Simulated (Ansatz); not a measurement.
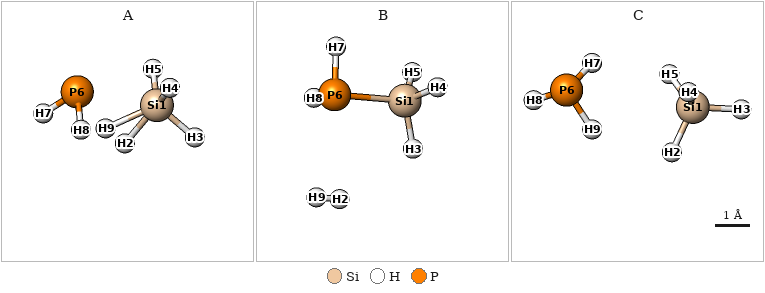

3 geometries from a converged minimum-energy path of SiPH7, made up at the start of SiH$_{4}$ and PH3, shuffled. Style: ball-and-stick. Shown at a tilt.

These are results of Ansatz, RKS PBE-D4/cc-pVDZ, not measurements. Run with 5 movable images; climbing image; force threshold 0.05 eV/Å; iteration limit 60; starting path through a guess of the saddle point.

Q: One of them is the converged climbing image. Which?

A: A. In order along the path, whose images run from 0 to 6: C (image 0, 0.00 eV), A (image 3, +2.57 eV), B (image 6, −0.01 eV). Breaking: P6–H9 (1.45 → 1.87 at the top → 3.40 Å), Si1–H2 (1.51 → 1.76 at the top → 3.63 Å). Forming: H2–H9 (2.93 → 1.07 at the top → 0.77 Å), Si1–P6 (4.19 → 2.67 at the top → 2.29 Å).

Limits of the set-up: the start holds two separate molecules, 2.9 Å apart at their closest, whose relative position is a soft coordinate.
